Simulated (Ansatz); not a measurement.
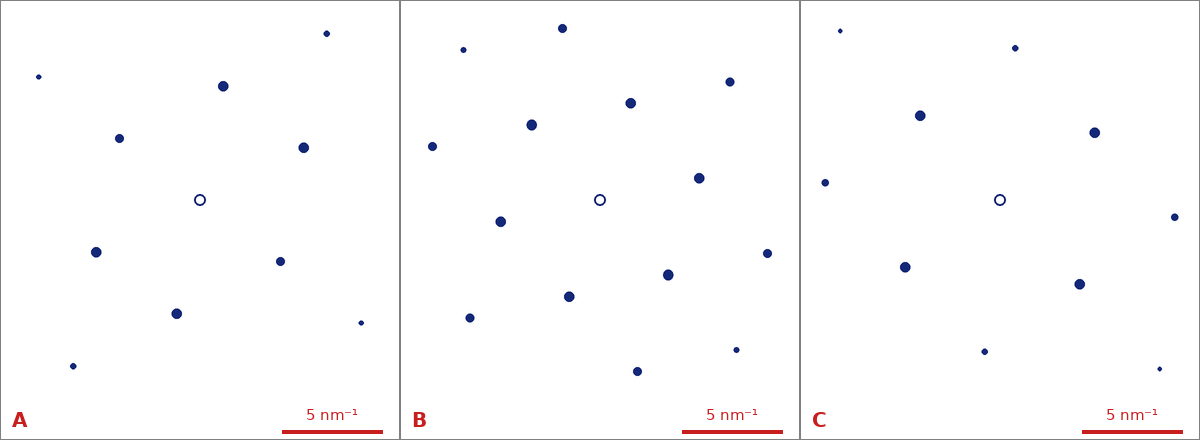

Kinematic zone-axis patterns, calculated for 300 keV electrons with B = 0.5 Å².

All three come from Be, space group P6_3/mmc (No. 194), a = 2.28 Å, c = 3.52 Å (hexagonal axes). Structure: the input geometry of an electronic-structure calculation (not necessarily at equilibrium).

Assign the zone axes [001], [101], [211] to A, B and C.

A is [101]: centred rectangular net of 0 1 0 at d = 1.97 Å and 1 0 -1 at d = 1.72 Å, at 64.1°. B is [001]: hexagonal net of 1 -1 0 at d = 1.97 Å and 1 0 0 at d = 1.97 Å, at 60.0°. C is [211]: centred rectangular net of 0 1 -1 at d = 1.72 Å and -1 1 1 at d = 1.72 Å, at 81.9°.
